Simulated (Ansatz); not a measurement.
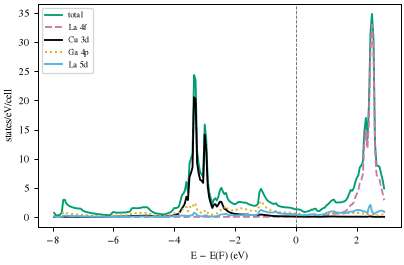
*Total and projected density of states of LaGa3Cu in space group I-4m2 (No. 119; La on 2a, Ga on 4e, Ga on 2c, Cu on 2d), plane-wave PAW r²SCAN (Ansatz code)*

Which orbitals carry the states next to the Fermi level?

Within 0.5 eV of the Fermi level: Ga 4p 44 %, La 5d 34 %, Cu 3d 6 %, La 4f 6 %. Projections are on Löwdin-orthogonalised atomic valence shells; empty p or d shells of many metals are not among them.

Where is the tallest occupied peak in this window, and what makes it?

Near -3.3 eV, about 24 states/eV per cell; the largest projected share is Cu 3d.

The first step of the workflow began from a Materials Project structure, measured or hypothetical; the Crystallography Open Database copy checked does not list it. COD files the formula under space group No. 107, so this cell is another polymorph or a model. With Ga and Cu taken as one species the cell has the higher symmetry I4/mmm, so it may be an ordered model of a mixed-site phase. Whether it is the stable phase at ambient conditions was not checked. Symmetry was held in the r²SCAN relaxation; whether a distortion lowers the energy is not shown. The run is not spin-polarised. Spin–orbit coupling is left out wherever it is not named.

Potentials: the later of the program's two PAW sets.
